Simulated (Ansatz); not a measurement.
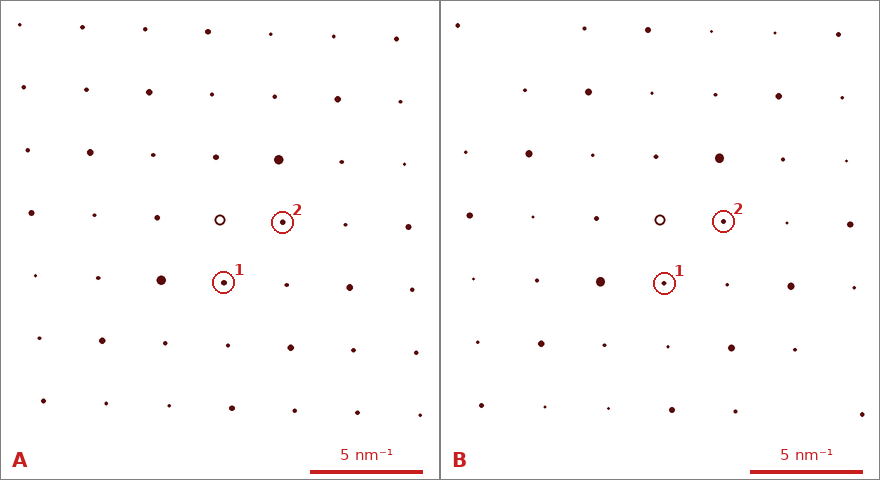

Kinematic electron diffraction patterns (120 kV, B = 0.5 Å², same scale) along [001] of the run's own cell, for the start and the end of one relaxation of GaSb2 with Ansatz, DFT PBE, scalar-relativistic, plane waves, PAW. k mesh 18×18×18. The start is a generated model structure, and the relaxation ends in the nearest stationary point of its symmetry, not necessarily the ground state. Spot 1 is -1 0 0 and spot 2 is 0 -1 0 in both.

Start structure:

```yaml
crystal:
  lattice:
    - [-1.83393, 1.83393, 5.96711]
    - [1.83393, -1.83393, 5.96711]
    - [1.83393, 1.83393, -5.96711]
  atoms:
    - { symbol: Ga, position: [0.00000, 0.00000, 0.00000] }
    - { symbol: Sb, position: [0.34000, 0.34000, 0.00000] }
    - { symbol: Sb, position: [0.66000, 0.66000, 0.00000] }
```

**Which pattern belongs to the start structure, and which to the relaxed one?**

B is the start: its cell gives d(1) = 3.506 Å, d(2) = 3.506 Å and an angle of 85.0°. A is the relaxed structure, with d(1) = 3.540 Å (+1.0 %), d(2) = 3.540 Å (+1.0 %) and 84.2°.

**Name reflections whose intensity changes strongly on relaxation.**

0 1 0 goes from 4.9 to 12 % of the strongest spot.

**Summarise the relaxation behind the change.**

The volume changed by -3.2 % to 25.91 Å³ an atom; with the mean shift removed, the atoms moved by up to 0.32 Å relative to the cell (Sb most); the space group stayed I4/mmm (No. 139); the free energy fell by 51 meV an atom. Relaxed cell: a = 6.172 Å, b = 6.172 Å, c = 6.172 Å, α = 144.80°, β = 144.80°, γ = 50.63°.
